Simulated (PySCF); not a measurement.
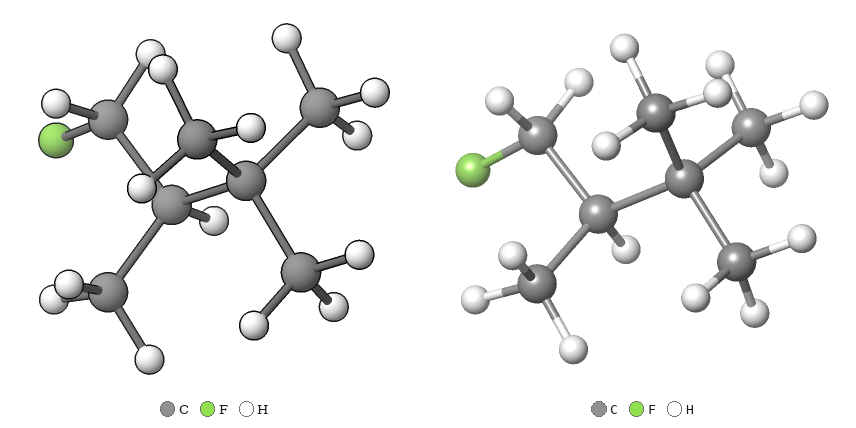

The same structure drawn twice, from different directions.

Computed geometry: PBE0-D3(BJ)/def2-SVP optimisation. No frequency run is at hand to confirm it as a minimum.

Description:

It has 23 atoms: 7 carbon, 15 hydrogen and 1 fluorine (C₇H₁₅F). SMILES: `C[C@@H](CF)C(C)(C)C`. It has no ring. Among its groups: C–F bond. This geometry has C1 symmetry. Coordination: 7 C tetrahedral.

The parts below concern this one geometry. Atoms keep their numbers from picture to picture.

Electronic properties

No frequency run is at hand to confirm it as a minimum. Properties computed with B3LYP/def2-SVPD, gas phase (PySCF 2.14.0). Excitations: vertical, linear response.

What does the calculation give?

- dipole moment: 1.94 D
- HOMO energy (Kohn–Sham orbital): −8.54 eV
- LUMO energy (Kohn–Sham orbital): 0.27 eV
- HOMO–LUMO gap: 8.81 eV
- mean static polarisability: 87.4 bohr³
- lowest vertical singlet excitation: 8.00 eV
- its oscillator strength: 0.018
- brightest of the 10 lowest singlets: 8.71 eV
- its oscillator strength: 0.05

NMR shielding

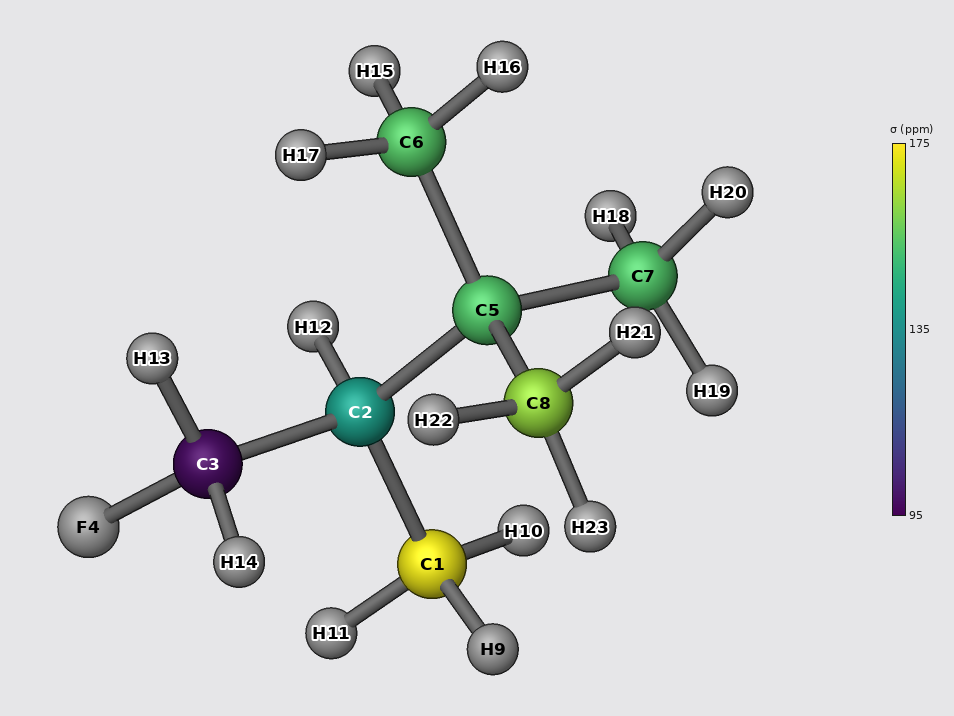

Atoms are coloured by their isotropic NMR shieldings (C only, the others grey). No frequency run is at hand to confirm it as a minimum. Method: GIAO PBE0/pcSseg-1 NMR shielding, non-relativistic, IEF-PCM acetonitrile (PySCF 2.14.0).

List the isotropic NMR shieldings of the C atoms.

| atom | σ (ppm) |
| --- | --- |
| C1 | 172.5 |
| C2 | 139.5 |
| C3 | 97.5 |
| C5 | 153.4 |
| C6 | 153.8 |
| C7 | 153.4 |
| C8 | 162.3 |

Bond orders

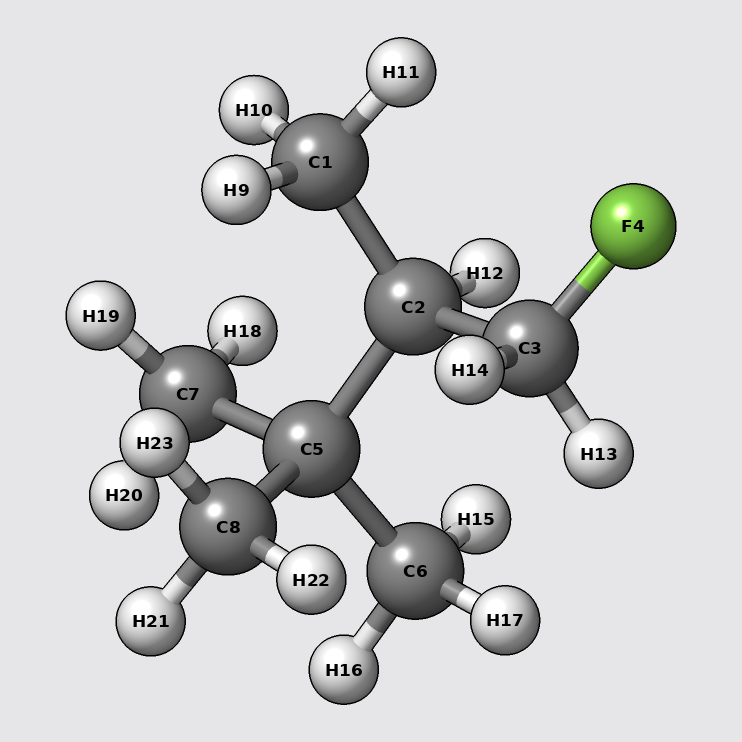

Every bond is drawn as one stick. No frequency run is at hand to confirm it as a minimum. Method: PBE0/pcSseg-1 in acetonitrile (IEF-PCM) (PySCF 2.14.0).

Question: Which bond between heavy atoms has the lowest Mayer bond order?

Answer: C3–F4, 0.85, at 1.378 Å.

List the Mayer bond orders of C1–C2, C2–C3, C2–C5, C3–F4, C5–C6, C5–C7, C5–C8 (bonds between heavy atoms, one of each equivalent set).

| bond | Mayer order | length (Å) |
| --- | --- | --- |
| C1–C2 | 1.03 | 1.526 |
| C2–C3 | 1.02 | 1.520 |
| C2–C5 | 0.95 | 1.556 |
| C3–F4 | 0.85 | 1.378 |
| C5–C6 | 1.02 | 1.533 |
| C5–C7 | 1.02 | 1.532 |
| C5–C8 | 1.00 | 1.533 |
